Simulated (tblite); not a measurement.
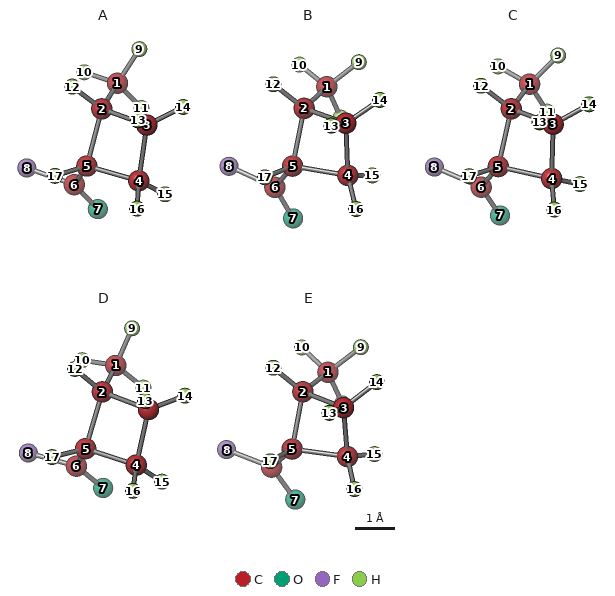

5 geometries from one relaxation of C6H9FO, in shuffled order. Style: ball-and-stick. Shown from a free direction.

Level of theory: tblite 0.8.0, GFN2-xTB geometry optimisation, gas phase. 

Question: Order the frames from highest to lowest energy.

Answer: E, B, C, A, D. They are steps 0, 11, 22, 32, 60, at +23.4 kcal/mol, +5.03 kcal/mol, +2.69 kcal/mol, +0.87 kcal/mol relative to the last. The largest move after the best rigid fit is that of H15, 0.86 Å. By element the largest moves are H 0.86 Å, O 0.53 Å, C 0.43 Å, F 0.20 Å. Among the contacts that change: C6–O7 1.226 → 1.180 Å, C4–C5 1.492 → 1.536 Å, C1–H9 1.130 → 1.088 Å, C5–H17 1.120 → 1.091 Å. Among the angles between lasting bonds that change: C5–C6–F8 122.6° → 110.6°, C5–C6–O7 118.8° → 130.6°, C3–C4–H16 107.5° → 115.9°. Groups turn about C1–C2 by about 35°, C2–C5 by about 30°, C5–C6 by about 25°. Over 60 geometry steps the energy falls by 23.4 kcal/mol. The run took 1.2 s on 1 thread of Intel(R) Xeon(R) Processor @ 2.50GHz (shared host).
